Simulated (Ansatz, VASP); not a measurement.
# MgTe2Pb in two plane-wave programs, part 2 of 2

Wanted: the spread between two codes on one cell, functional and k mesh. The cell is invented: As first built, before any earlier steps moved the atoms: it takes the MgCdTe2 structure with some of its atoms replaced by other elements, volume scaled by an estimate. It may not be a known or stable phase. The cell comes out of the VASP series on this material, whose earlier steps may have relaxed, scaled or displaced it; both programs get it as it stands.

VASP 6.6.1 and Ansatz 0.2.0.

So far: The structure; Ansatz: band structure, HSE06.

**3. VASP: band structure, HSE06**

Level of this step: HSE06; plane waves and PAW (Pb_d, Te, Mg); invented cell (VASP).

The same cell, functional, mesh and smearing now go to VASP, with its own data sets and cutoff.

Lines of VASP's logs that name or quote its potential files are left out, and so is its time.

File INCAR:

```
SYSTEM = MgTe2Pb
PREC = Accurate
ENCUT = 400
EDIFF = 1E-06
NELM = 100
ISMEAR = 0
SIGMA = 0.02
LREAL = .FALSE.
ALGO = Normal
LHFCALC = .TRUE.
AEXX = 0.25
GGA = PE
HFSCREEN = 0.2
LASPH = .TRUE.
NBANDS = 20
PRECFOCK = Fast
LORBIT = 11
LWAVE = .FALSE.
LCHARG = .FALSE.
KPAR = 2
```

File POSCAR:

```
MgTe2Pb
1.0
    4.8556872069      0.0000000000      0.0000000000
    0.0000000000      4.8556872069      0.0000000000
    0.0000000000      0.0000000000      6.9888935447
Pb Te Mg
1 2 1
Direct
    0.0000000000      0.0000000000      0.0000000000
    0.0000000000      0.5000000000      0.2884569215
    0.5000000000      0.0000000000      0.7115430785
    0.5000000000      0.5000000000      0.5000000000
```

File KPOINTS:

```
Automatic mesh
0
Gamma
3 3 2
0 0 0
```

File KPOINTS_OPT:

```
Line mode
6
Line-mode
Reciprocal
  0.00000000   0.00000000   0.00000000 GAMMA
  0.00000000   0.50000000   0.00000000 X

  0.00000000   0.50000000   0.00000000 X
  0.50000000   0.50000000   0.00000000 M

  0.50000000   0.50000000   0.00000000 M
  0.00000000   0.00000000   0.00000000 GAMMA

  0.00000000   0.00000000   0.00000000 GAMMA
  0.00000000   0.00000000   0.50000000 Z

  0.00000000   0.00000000   0.50000000 Z
  0.00000000   0.50000000   0.50000000 R

  0.00000000   0.50000000   0.50000000 R
  0.50000000   0.50000000   0.50000000 A

  0.50000000   0.50000000   0.50000000 A
  0.00000000   0.00000000   0.50000000 Z

  0.00000000   0.50000000   0.00000000 X
  0.00000000   0.50000000   0.50000000 R

  0.50000000   0.50000000   0.00000000 M
  0.50000000   0.50000000   0.50000000 A
```

Potentials, in the order of the species: Pb_d, Te and Mg (PBE family, release 64).

On the command line:

```sh
> mpirun -np 4 vasp_std
```

Numbers of over 12 decimals in the logs are rounded to 6 here.

Output:

```text
[banner, memory and clock lines left out]
running    4 mpi-ranks, on    1 nodes
 distrk:  each k-point on    2 cores,    2 groups
 distr:  one band on    1 cores,    2 groups

 POSCAR found type information on POSCAR PbTeMg
 POSCAR found :  3 types and       4 ions
 LDA part: xc-table for (Slater+PW92), standard interpolation
 found WAVECAR, reading the header
 POSCAR, INCAR and KPOINTS ok, starting setup
 FFT: planning ... GRIDC
 FFT: planning ... GRID_SOFT
 FFT: planning ... GRID
 reading WAVECAR
 the WAVECAR file was read successfully
 initial charge from wavefunction
 entering main loop
       N       E                     dE             d eps       ncg     rms          rms(c)
DAV:   1    -0.159454207856E+02   -0.15945E+02   -0.21539E+00   240   0.113E+01    0.128E+01
DAV:   2    -0.159582645853E+02   -0.12844E-01   -0.67227E-02   308   0.191E+00    0.849E+00
DAV:   3    -0.159554859314E+02    0.27787E-02   -0.52632E-03   328   0.565E-01    0.523E+00
DAV:   4    -0.159549792227E+02    0.50671E-03   -0.16401E-03   272   0.270E-01    0.315E+00
DAV:   5    -0.159549118833E+02    0.67339E-04   -0.29496E-04   280   0.126E-01    0.191E+00
DAV:   6    -0.159548782773E+02    0.33606E-04   -0.32789E-05   276   0.571E-02    0.114E+00
DAV:   7    -0.159548701088E+02    0.81685E-05   -0.13273E-05   272   0.280E-02    0.679E-01
DAV:   8    -0.159548709090E+02   -0.80023E-06   -0.43158E-06   284   0.129E-02
   1 F= -.15954871E+02 E0= -.15954871E+02  d E =-.701488E-23
 Start KPOINTS_OPT (optional k-point list driver)
k-point batch [1-6\54]
       N       E                     dE             ncg
DAV:   1     0.191566295903E+03   -0.13960E+04      240
DAV:   2    -0.108897973093E+04   -0.12805E+04      244
DAV:   3    -0.123544519158E+04   -0.14647E+03      300
DAV:   4    -0.124400740627E+04   -0.85622E+01      324
DAV:   5    -0.124418731371E+04   -0.17991E+00      320
DAV:   6    -0.124419090243E+04   -0.35887E-02      348
DAV:   7    -0.124419095160E+04   -0.49170E-04      320
DAV:   8    -0.124419095237E+04   -0.76221E-06      240
[...]
k-point batch [49-54\54]
       N       E                     dE             ncg
DAV:   1     0.731935464397E+02   -0.41808E+04      240
DAV:   2    -0.114840585066E+04   -0.12216E+04      268
DAV:   3    -0.127628059882E+04   -0.12787E+03      292
DAV:   4    -0.128198970843E+04   -0.57091E+01      356
DAV:   5    -0.128210814138E+04   -0.11843E+00      328
DAV:   6    -0.128211033232E+04   -0.21909E-02      344
DAV:   7    -0.128211036911E+04   -0.36789E-04      320
DAV:   8    -0.128211036970E+04   -0.59063E-06      228
```

OUTCAR, selected parts (step 3):

```text
ion  position               nearest neighbor table
   1  0.000  0.000  0.000-   2 3.16   3 3.16   2 3.16   3 3.16
   2  0.000  0.500  0.288-   4 2.84   4 2.84   1 3.16   1 3.16
   3  0.500  0.000  0.712-   4 2.84   4 2.84   1 3.16   1 3.16
   4  0.500  0.500  0.500-   2 2.84   3 2.84   3 2.84   2 2.84

  LATTYP: Found a simple tetragonal cell.
 ALAT       =     4.8556872069
 C/A-ratio  =     1.4393212015

 Subroutine GETGRP returns: Found  8 space group operations
 (whereof  8 operations were pure point group operations)

The static configuration has the point symmetry D_2d.

 Found      6 irreducible k-points:

   k-points           NKPTS =      6   k-points in BZ     NKDIM =     18   number of bands    NBANDS=     20

   dimension x,y,z NGX =    32 NGY =   32 NGZ =   48
   dimension x,y,z NGXF=    64 NGYF=   64 NGZF=   96

   ENCUT  =  400.0 eV  29.40 Ry    5.42 a.u.   7.92  7.92 11.40*2*pi/ulx,y,z

   NELECT =      28.0000    total number of electrons

 k-points in reciprocal lattice and weights: Automatic mesh
   0.00000000  0.00000000  0.00000000       0.056
   0.33333333  0.00000000  0.00000000       0.222
   0.33333333  0.33333333  0.00000000       0.222
   0.00000000  0.00000000  0.50000000       0.056
   0.33333333  0.00000000  0.50000000       0.222
   0.33333333  0.33333333  0.50000000       0.222

  exchange ACFDT corr.  =         0.00000000  see jH, gK, PRB 81, 115126

 average (electrostatic) potential at core
       1 -88.9793       2 -87.0872       3 -87.0872       4 -35.1316

 E-fermi :   2.3478

 k-point     1 :       0.0000    0.0000    0.0000
  band No.  band energies     occupation
    ...
     10      -0.2220      2.00000
     11       0.4423      2.00000
     12       0.7518      2.00000
     13       1.1279      2.00000
     14       1.1279      2.00000
     15       4.4413      0.00000
     16       4.7821      0.00000
     17       5.2788      0.00000
     18       5.2788      0.00000
     19       6.0809      0.00000
    ...

 k-point     2 :       0.3333    0.0000    0.0000
  band No.  band energies     occupation
    ...
     10      -0.9291      2.00000
     11       0.0205      2.00000
     12       0.1710      2.00000
     13       0.8788      2.00000
     14       2.1231      2.00000
     15       4.8370      0.00000
     16       5.5770      0.00000
     17       5.5839      0.00000
     18       5.9003      0.00000
     19       7.8127      0.00000
    ...

 k-point     3 :       0.3333    0.3333    0.0000
  band No.  band energies     occupation
    ...
     10      -0.6278      2.00000
     11      -0.5035      2.00000
     12       0.0082      2.00000
     13       0.1308      2.00000
     14       1.8173      2.00000
     15       4.2345      0.00000
     16       4.8606      0.00000
     17       6.6299      0.00000
     18       6.9495      0.00000
     19       8.3543      0.00000
    ...

  energy-cutoff  :      400.00
  volume of cell :      164.78
      direct lattice vectors                 reciprocal lattice vectors
     4.855687207  0.000000000  0.000000000     0.205944073  0.000000000  0.000000000
     0.000000000  4.855687207  0.000000000     0.000000000  0.205944073  0.000000000
     0.000000000  0.000000000  6.988893545     0.000000000  0.000000000  0.143084165

 POSITION                                       TOTAL-FORCE (eV/Angst)
 -----------------------------------------------------------------------------------
      0.00000      0.00000      0.00000        -0.000000      0.000000      0.000000
      0.00000      2.42784      2.01599         0.000000      0.000000     -0.066958
      2.42784      0.00000      4.97290         0.000000      0.000000      0.066958
      2.42784      2.42784      3.49445         0.000000      0.000000      0.000000
 -----------------------------------------------------------------------------------
    total drift:                                0.000004      0.000006     -0.000007

  FREE ENERGIE OF THE ION-ELECTRON SYSTEM (eV)
  ---------------------------------------------------
  free  energy   TOTEN  =       -15.9548709090 eV

  energy  without entropy=      -15.9548709090  energy(sigma->0) =      -15.95487091

 total charge
# of ion       s       p       d       tot
------------------------------------------
    1        1.514   0.548   9.823  11.885
    2        1.315   2.220   0.010   3.546
    3        1.315   2.220   0.010   3.546
    4        0.162   0.116   0.022   0.300
--------------------------------------------------
tot          4.307   5.104   9.865  19.277

[... 3 further parts left out ...]
```

**4. Side by side**

Known differences besides the PAW data sets themselves: exact exchange at q = 0 is treated differently, which shows on coarse meshes; VASP keeps PBE cores, Ansatz makes them for the functional; the data sets hold 56 valence electrons in Ansatz (default PAW (the set named soft_2) files) and 28 in VASP; the cutoff is 420 eV in Ansatz and 400 eV in VASP; VASP takes a coarser grid for exact exchange (PRECFOCK = Fast). Total energies have different zeros and are not compared.

The two programs side by side:

```
                     quantity  Ansatz   VASP  difference
gap over the path points (eV)   1.350  1.346      +0.004
```

Forces (eV/Å; atoms numbered as in POSCAR):

```
atom        Ansatz x, y, z          VASP x, y, z
 Pb1   0.000, 0.000, 0.000   0.000, 0.000, 0.000
 Te2  0.000, 0.000, -0.068  0.000, 0.000, -0.067
 Te3   0.000, 0.000, 0.068   0.000, 0.000, 0.067
 Mg4   0.000, 0.000, 0.000   0.000, 0.000, 0.000
```

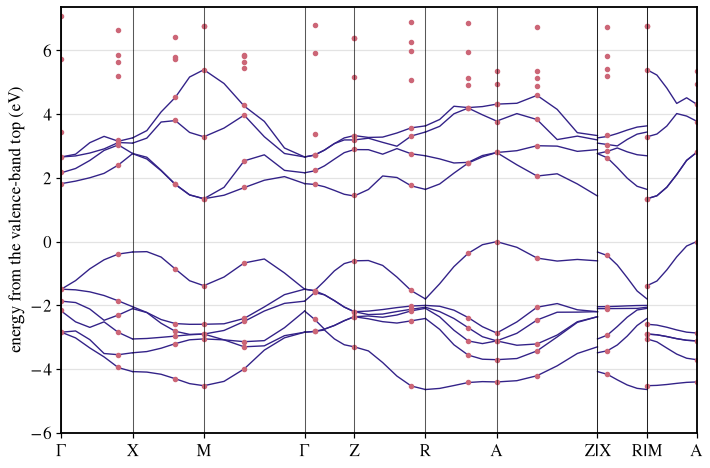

Bands from VASP (lines) and levels from Ansatz (dots). Dots without a line are higher empty bands that the VASP plot leaves out.

Levels at points of the path, from each program's valence-band top (eV; 4 filled, then empty):

```
k (reciprocal lattice)                                  Ansatz                                    VASP
     0.000 0.000 0.000  -2.15 -1.87 -1.49 -1.49 1.82 2.20 2.65  -2.18 -1.87 -1.49 -1.49 1.82 2.16 2.66
     0.000 0.400 0.000  -2.85 -2.30 -1.86 -0.38 2.40 3.03 3.11  -2.85 -2.30 -1.86 -0.39 2.41 3.04 3.11
     0.300 0.500 0.000  -2.96 -2.81 -2.57 -0.86 1.79 1.81 3.81  -2.96 -2.81 -2.57 -0.86 1.79 1.80 3.80
     0.500 0.500 0.000  -2.90 -2.90 -2.59 -1.39 1.35 1.35 3.29  -2.90 -2.90 -2.59 -1.38 1.35 1.35 3.29
     0.300 0.300 0.000  -3.14 -2.50 -2.41 -0.67 1.70 2.53 3.98  -3.14 -2.50 -2.41 -0.67 1.70 2.54 3.97
     0.000 0.000 0.100  -2.42 -1.59 -1.54 -1.54 1.80 2.25 2.71  -2.44 -1.60 -1.54 -1.54 1.80 2.22 2.72
     0.000 0.000 0.500  -2.35 -2.20 -2.20 -0.60 1.46 2.92 3.20  -2.36 -2.20 -2.20 -0.60 1.43 2.89 3.19
     0.000 0.400 0.500  -2.17 -2.12 -2.02 -1.53 1.79 2.75 3.31  -2.17 -2.12 -2.02 -1.54 1.75 2.76 3.31
     0.300 0.500 0.500  -3.11 -2.70 -2.38 -0.36 2.48 2.48 4.20  -3.12 -2.70 -2.38 -0.37 2.47 2.49 4.19
     0.500 0.500 0.500   -3.11 -3.11 -2.87 0.00 2.80 2.80 3.77   -3.12 -3.12 -2.87 0.00 2.80 2.80 3.78
```

The forces differ by 0.4 meV/Å r.m.s., which is 1.4 % of the r.m.s. force of 0.03 eV/Å (both taken over all components). Among the levels compared (up to four filled and three empty ones at each point), filled levels agree within 23 meV and empty ones within 36 meV.

**5. VASP: band structure, B3LYP**

The same path points are solved in both programs, so levels can be compared one by one.

Edit INCAR of step 3 so:

```diff
@@ -10,5 +10,7 @@
 LHFCALC = .TRUE.
-AEXX = 0.25
-GGA = PE
-HFSCREEN = 0.2
+AEXX = 0.2
+GGA = B3
+AGGAX = 0.72
+AGGAC = 0.81
+ALDAC = 0.19
 LASPH = .TRUE.
@@ -16,2 +18,3 @@
 PRECFOCK = Fast
+HFRCUT = -1
 LORBIT = 11
```

POSCAR is that of step 3.

KPOINTS is that of step 3.

KPOINTS_OPT is that of step 3.

On the command line:

```sh
> mpirun -np 4 vasp_std
```

Output:

```text
[banner, memory and clock lines left out]
running    4 mpi-ranks, on    1 nodes
[...]
|                                                                             |
|               ----> ADVICE to this user running VASP <----                  |
|                                                                             |
|     You enforced a specific xc type in the INCAR file but a different       |
|     [... a line on the potential file left out ...]
|     I HOPE YOU KNOW WHAT YOU ARE DOING!                                     |
|                                                                             |

 LDA part: xc-table for (Slater(with rela. corr.)+VWN3), standard interpolation
 found WAVECAR, reading the header
 POSCAR, INCAR and KPOINTS ok, starting setup
[...]
HFRCUT set to (new)   8.913151
 reading WAVECAR
 the WAVECAR file was read successfully
 initial charge from wavefunction
 entering main loop
       N       E                     dE             d eps       ncg     rms          rms(c)
[...]
DAV:  10    -0.150110241197E+02   -0.73624E-06   -0.45697E-07   156   0.482E-03
   1 F= -.15011024E+02 E0= -.15011024E+02  d E =-.750094E-15
 Start KPOINTS_OPT (optional k-point list driver)
k-point batch [1-6\54]
       N       E                     dE             ncg
DAV:   1     0.188632341887E+03   -0.13989E+04      248
DAV:   2    -0.107358958193E+04   -0.12622E+04      248
DAV:   3    -0.121195292059E+04   -0.13836E+03      308
DAV:   4    -0.121880316190E+04   -0.68502E+01      312
DAV:   5    -0.121895189126E+04   -0.14873E+00      324
DAV:   6    -0.121895687203E+04   -0.49808E-02      364
DAV:   7    -0.121895693535E+04   -0.63324E-04      324
DAV:   8    -0.121895693651E+04   -0.11565E-05      268
DAV:   9    -0.121895693661E+04   -0.10184E-06      192
[...]
k-point batch [49-54\54]
       N       E                     dE             ncg
DAV:   1     0.943413357034E+02   -0.41597E+04      240
DAV:   2    -0.112714202013E+04   -0.12215E+04      264
DAV:   3    -0.125150824694E+04   -0.12437E+03      292
DAV:   4    -0.125679109203E+04   -0.52828E+01      336
DAV:   5    -0.125692975766E+04   -0.13867E+00      328
DAV:   6    -0.125693405430E+04   -0.42966E-02      344
DAV:   7    -0.125693411426E+04   -0.59961E-04      328
DAV:   8    -0.125693411520E+04   -0.94293E-06      248
```

OUTCAR, selected parts (step 5):

```text
 POSITION                                       TOTAL-FORCE (eV/Angst)
 -----------------------------------------------------------------------------------
      0.00000      0.00000      0.00000        -0.000000      0.000000      0.000000
      0.00000      2.42784      2.01599         0.000000      0.000000      0.015391
      2.42784      0.00000      4.97290         0.000000      0.000000     -0.015391
      2.42784      2.42784      3.49445         0.000000     -0.000000      0.000000
 -----------------------------------------------------------------------------------
    total drift:                               -0.000002     -0.000002     -0.000000

  FREE ENERGIE OF THE ION-ELECTRON SYSTEM (eV)
  ---------------------------------------------------
  free  energy   TOTEN  =       -15.0110241197 eV

  energy  without entropy=      -15.0110241197  energy(sigma->0) =      -15.01102412

[... 2 parts as in an earlier step ...]

[... 1 further part left out ...]
[key lines of the parts left out:]
E-fermi :   2.3306
```

**6. Ansatz: band structure, B3LYP**

The same cell, functional (in two slightly different forms), mesh and smearing now go to Ansatz, which takes its cutoff from its data sets.

The cell comes out of the VASP series on this material, whose earlier steps may have relaxed, scaled or displaced it; both programs get it as it stands.

File input.yaml:

```yaml
crystal:
  lattice:
    - [4.8556872069, 0.0, 0.0]
    - [0.0, 4.8556872069, 0.0]
    - [0.0, 0.0, 6.9888935447]
  atoms:
    - { symbol: Pb, position: [0.0, 0.0, 0.0] }
    - { symbol: Te, position: [0.0, 0.5, 0.2884569215] }
    - { symbol: Te, position: [0.5, 0.0, 0.7115430785] }
    - { symbol: Mg, position: [0.5, 0.5, 0.5] }
hamiltonian:
  xc: b3lyp
  pseudopotentials: { kind: paw }
kpoints:
  mp_grid: { grid: [3, 3, 2] }
  band_path:
    path:
      - [0.0, 0.0, 0.0]
      - [0.0, 0.4, 0.0]
      - [0.3, 0.5, 0.0]
      - [0.5, 0.5, 0.0]
      - [0.3, 0.3, 0.0]
      - [0.0, 0.0, 0.1]
      - [0.0, 0.0, 0.5]
      - [0.0, 0.4, 0.5]
      - [0.3, 0.5, 0.5]
      - [0.5, 0.5, 0.5]
      - [0.3, 0.3, 0.5]
      - [0.0, 0.5, 0.1]
      - [0.5, 0.5, 0.0]
      - [0.5, 0.5, 0.5]
    npoints: 1
scf:
  occupations: { method: gaussian, width: 0.02 }
  n_extra_bands: 8
output:
  forces: true
  stress: true
  eigenvalues: true
```

On the command line:

```sh
> ansatz run input.yaml --threads 4 --pin off --max-ram 9216MiB --backend cpu --events-out ev --progress --plain --runs-dir out
```

Output:

```text
[...]
Crystal: 4 atoms, lattice volume = 164.782 Å³
Basis set: ecut = 420 eV, 3251 PW (Γ), exchange–correlation on 72×72×96 points (8 copies of the dense FFT grid, shifted against one another)
Bands: 36, of which v1, the nominal top of the filled ones, is band 28 counted from 1 (27 counted from 0)
Symmetry: 8 space group operations
[...]
k-points: 6 of 18
[...]
P = ⅓ Tr σ = 0.7374 GPa (7.374 kbar)
--- Band table (eV; the first three rows and the last of 6) ---
  k-point 0: bands = [... 24 lower, 2.7055, 3.0550, 3.4250, 3.4250, 7.1413, 7.5116, 7.8991, 7.8991, ... 4 higher]
  k-point 1: bands = [... 24 lower, 2.5649, 2.7231, 2.7231, 4.2720, 6.7390, 8.2021, 8.5352, 8.5352, ... 4 higher]
  k-point 2: bands = [... 24 lower, 2.3184, 2.4705, 3.1756, 4.3718, 7.5182, 8.1760, 8.2905, 8.5471, ... 4 higher]
  k-point 5: bands = [... 24 lower, 1.6728, 2.3345, 2.7246, 4.4650, 7.3998, 8.1949, 9.2267, 9.8924, ... 4 higher]
[key lines of the parts left out:]
Free energy (F): -27841.560835 eV
Fermi energy:    5.602097 eV
```

Run time: 1.8 min. Hardware: 4 threads of Arm Neoverse N1, shared host; peak memory 1.4 GiB; 6.4 min of CPU time.

**7. Comparison**

What differs besides the data sets and the points named for the pairs above, as far as they apply: VASP's log shows a relativistic correction to its local exchange, Ansatz's none. Total energies have different zeros and are not compared.

The two programs side by side:

```
                     quantity  Ansatz   VASP  difference
gap over the path points (eV)   1.827  1.804      +0.023
```

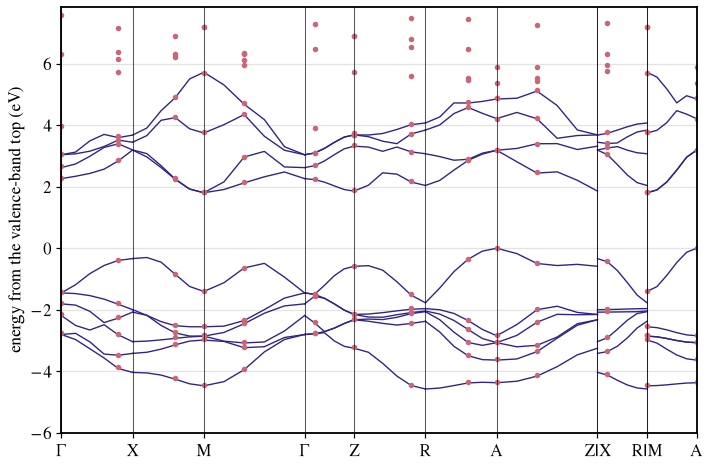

Bands from VASP (lines) and levels from Ansatz (dots). Dots without a line are higher empty bands that the VASP plot leaves out.

Levels at points of the path, from each program's valence-band top (eV; 4 filled, then empty):

```
k (reciprocal lattice)                                  Ansatz                                    VASP
     0.000 0.000 0.000  -2.15 -1.80 -1.43 -1.43 2.29 2.66 3.05  -2.19 -1.81 -1.45 -1.45 2.26 2.62 3.04
     0.000 0.400 0.000  -2.79 -2.24 -1.79 -0.38 2.86 3.40 3.53  -2.82 -2.27 -1.82 -0.40 2.84 3.39 3.52
     0.300 0.500 0.000  -2.90 -2.74 -2.50 -0.84 2.26 2.27 4.28  -2.93 -2.75 -2.52 -0.85 2.24 2.25 4.25
     0.500 0.500 0.000  -2.83 -2.83 -2.53 -1.39 1.83 1.83 3.78  -2.86 -2.86 -2.55 -1.41 1.80 1.80 3.75
     0.300 0.300 0.000  -3.06 -2.44 -2.34 -0.63 2.15 2.97 4.36  -3.08 -2.45 -2.35 -0.64 2.12 2.97 4.35
     0.000 0.000 0.100  -2.39 -1.54 -1.47 -1.47 2.26 2.72 3.10  -2.42 -1.56 -1.50 -1.50 2.23 2.68 3.10
     0.000 0.000 0.500  -2.29 -2.13 -2.13 -0.58 1.89 3.35 3.68  -2.32 -2.15 -2.15 -0.59 1.86 3.32 3.68
     0.000 0.400 0.500  -2.10 -2.06 -1.95 -1.50 2.19 3.14 3.73  -2.12 -2.09 -1.98 -1.53 2.15 3.13 3.72
     0.300 0.500 0.500  -3.04 -2.62 -2.33 -0.35 2.88 2.90 4.58  -3.06 -2.64 -2.35 -0.36 2.86 2.89 4.58
     0.500 0.500 0.500   -3.04 -3.04 -2.81 0.00 3.20 3.20 4.22   -3.07 -3.07 -2.85 0.00 3.19 3.19 4.21
```

Among the levels compared (up to four filled and three empty ones at each point), filled levels agree within 42 meV and empty ones within 39 meV.

**8. Summary of results**

```
difference in gap over the path points (band structure, HSE06) : 0.0038 eV
difference in gap over the path points (band structure, B3LYP) : 0.023 eV
```

**Reading.** The difference in gap over the path points is 0.023 eV (band structure, B3LYP), within the 0.08 eV picked in this series as the mark of a large difference. How closely two codes agree says nothing of how well the functional describes the real material.

[Lines on the potential files, build, host, timing and source positions are cut from VASP's logs without a mark.]

[Logs are printed without paths, hosts, clocks, repeated set-up lines and the standing remarks that a program may print on its own settings, such as how far it seeks lower states.]

[Hosts, paths, dates, database ids (printed as entryN), source tags and the programs' standing remarks are cut or masked in the printed files.]
